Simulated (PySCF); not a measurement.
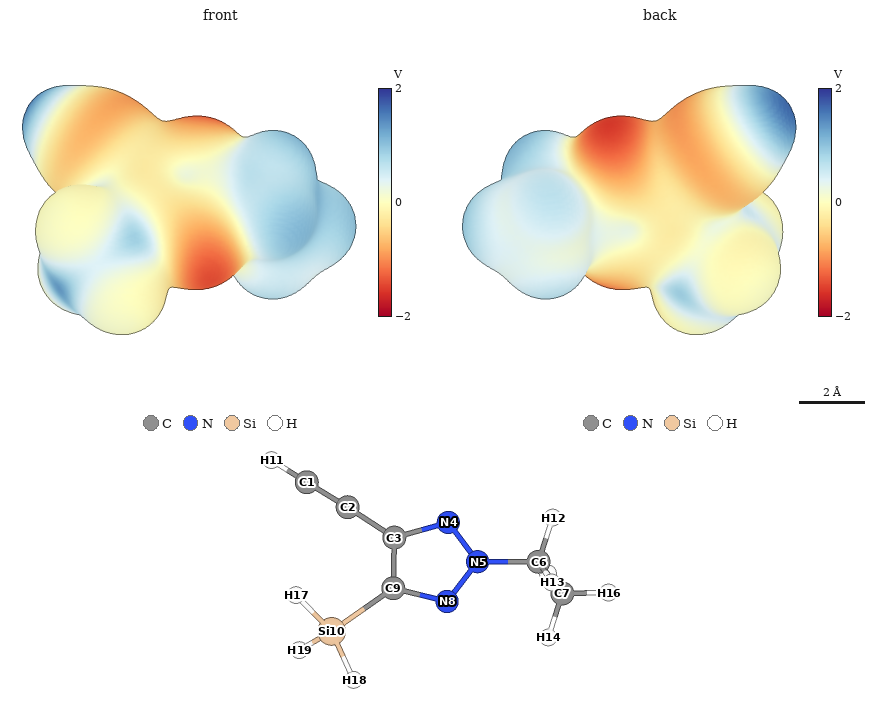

C₆H₉N₃Si (SMILES C#Cc1nn(CC)nc1[SiH3]). The electrostatic potential painted on the density surface at 0.002 e/bohr³, seen from the front and from behind; red is negative and blue positive. The bare structure is drawn below in the same view.

Geometry: GFN2-xTB.

Computed with PySCF, PBE0/pcSseg-1, SCF density, gas phase, non-relativistic.

```yaml
atoms:
  - { symbol: C, position_ang: [3.0719, 2.3449, -0.0975] }
  - { symbol: C, position_ang: [2.1196, 1.6219, -0.2060] }
  - { symbol: C, position_ang: [1.0282, 0.7467, -0.3182] }
  - { symbol: N, position_ang: [-0.1970, 1.1178, -0.6828] }
  - { symbol: N, position_ang: [-0.8948, 0.0095, -0.6642] }
  - { symbol: C, position_ang: [-2.2958, -0.0190, -0.9685] }
  - { symbol: C, position_ang: [-3.1300, 0.2404, 0.2826] }
  - { symbol: N, position_ang: [-0.2258, -1.0622, -0.3125] }
  - { symbol: C, position_ang: [1.0153, -0.6517, -0.0794] }
  - { symbol: Si, position_ang: [2.3961, -1.7936, 0.4545] }
  - { symbol: H, position_ang: [3.8959, 2.9870, -0.0066] }
  - { symbol: H, position_ang: [-2.4861, 0.7511, -1.7193] }
  - { symbol: H, position_ang: [-2.5196, -1.0055, -1.3798] }
  - { symbol: H, position_ang: [-2.9391, -0.5282, 1.0278] }
  - { symbol: H, position_ang: [-2.8798, 1.2107, 0.7051] }
  - { symbol: H, position_ang: [-4.1865, 0.2302, 0.0301] }
  - { symbol: H, position_ang: [3.4608, -1.7239, -0.5499] }
  - { symbol: H, position_ang: [1.8569, -3.1458, 0.5619] }
  - { symbol: H, position_ang: [2.9000, -1.3210, 1.7469] }
```

> Describe the electrostatic potential map.

The most negative region (about −1.5 V, or −35 kcal/mol for a unit charge) lies over N4, the most positive (about +1.6 V, or +37 kcal/mol for a unit charge) over H11. N4 is the likeliest acceptor of a hydrogen bond.
